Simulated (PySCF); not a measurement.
C4H6O2Si (SMILES O=C1CCC(=O)[SiH2]1)

```xyz
13

O     0.7197   -2.4474   -0.4970
C     0.4455   -1.2838   -0.3409
C    -0.9769   -0.7523   -0.3914
C    -1.0976    0.5267    0.4308
C     0.1703    1.3554    0.3111
O     0.1892    2.5544    0.4360
Si    1.6642    0.1807   -0.0292
H    -1.1743   -0.5369   -1.4463
H    -1.6860   -1.5185   -0.0741
H    -1.9721    1.1179    0.1552
H    -1.1875    0.2774    1.4929
H     2.4155    0.5449   -1.2234
H     2.4856   -0.0182    1.1584
```

Geometry: GFN2-xTB.

These are results of PySCF 2.14.0, PBE0/pcSseg-1, SCF density, gas phase, non-relativistic, not measurements.

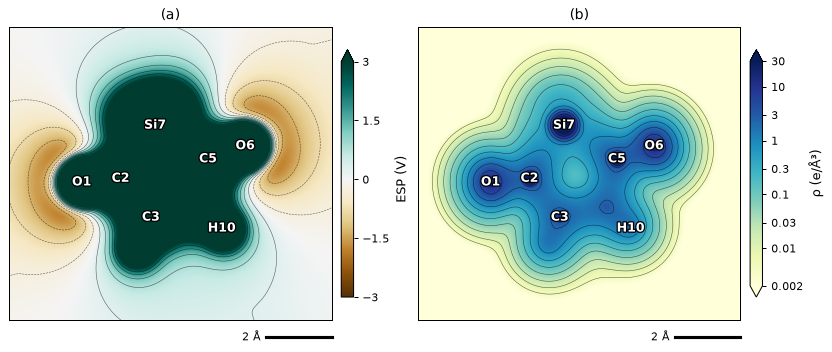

Figure 1. (a) molecular electrostatic potential; (b) total electron density on the plane of atoms C2, Si7 and C5.

What do the fields say about this system?

Answer. The plane passes through O, C, Si and H nuclei. C–O (1.21 Å): ρ at the midpoint is about 3.3 e/Å³. C–C (1.52 Å): ρ at the midpoint is about 1.7 e/Å³. C–Si (1.93 Å): ρ is about 0.91 e/Å³ halfway. Outside the dense part of the molecule the potential is most negative (−1.8 V) near O1 and O6.

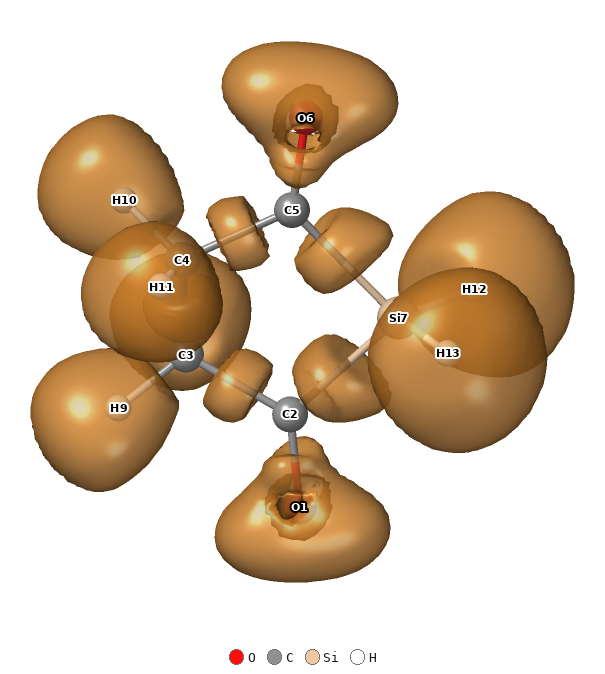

Figure 2. Isosurface of the electron localisation function at 0.75 (orange), seen at a tilt. Core shells and regions of very low density are left out.

What do the ELF domains correspond to?

Answer. At this value the surface marks out three regions between bonded C–C atoms (shared pairs), two regions between bonded C–Si atoms (shared pairs), six regions around hydrogen nuclei and two regions on O in which the atom's valence shell and bonds are merged.


C–O (1.21 Å): the ELF peaks at about 0.85 between the atoms (a multiple bond). C–C (1.52 Å): the ELF peaks at about 0.95 between the atoms: localised, covalent bonding.

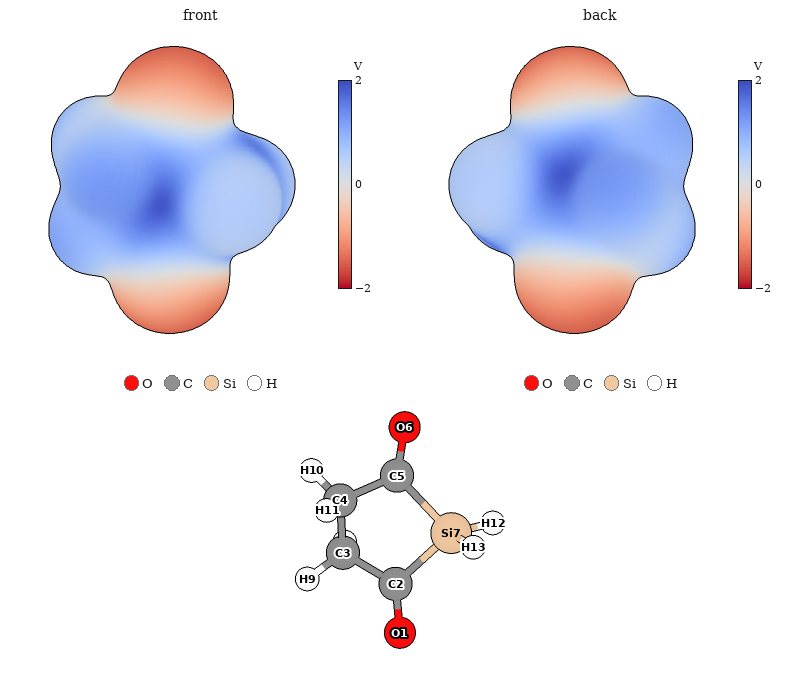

Figure 3. The molecular electrostatic potential painted on the density surface at 0.002 e/bohr³, seen from the front and from behind; red is negative and blue positive. The bare structure is drawn below in the same view.

Which sites attract a positive test charge, and which a negative one?

Answer. A positive charge is drawn to the negative regions and a negative charge to the positive ones. The most negative region (about −1.4 V, or −32 kcal/mol for a unit charge) lies over O1 and O6, the most positive (about +1.8 V, or +42 kcal/mol for a unit charge) over Si7.
